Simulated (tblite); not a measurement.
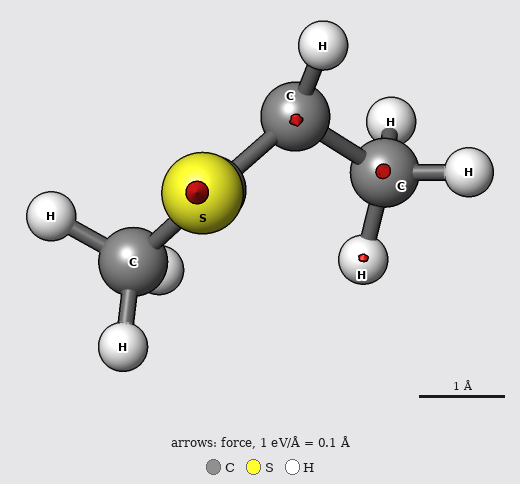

Starting geometry of C₄H₇S (multiplicity 2) with the computed forces as red arrows. A ball-and-stick model, seen from a free direction.

Level of theory: GFN2-xTB geometry optimisation, gas phase (tblite). 

Question: What follows when this structure is relaxed?

Answer: It isn't relaxed: the largest force vector, on the S atom, is 12.94 eV/Å. The final displacements have little in common with the starting forces (cosine between the two patterns 0.01). The atom that moves furthest after the best rigid fit is the S atom (1.23 Å). By element the largest moves are S 1.23 Å, H 0.90 Å, C 0.39 Å. Some distances before and after: C–S 1.453 → 1.719 Å, C–C 1.456 → 1.352 Å, C–H 1.127 → 1.092 Å, C–H 1.100 → 1.082 Å. Among the angles between lasting bonds that change: C–C–C 116.3° → 125.9°, C–C–H 115.8° → 109.8°, C–C–H 105.1° → 109.6°. Groups turn about C–C by about 75°. After 90 geometry steps the energy has fallen by 185.1 kJ/mol.
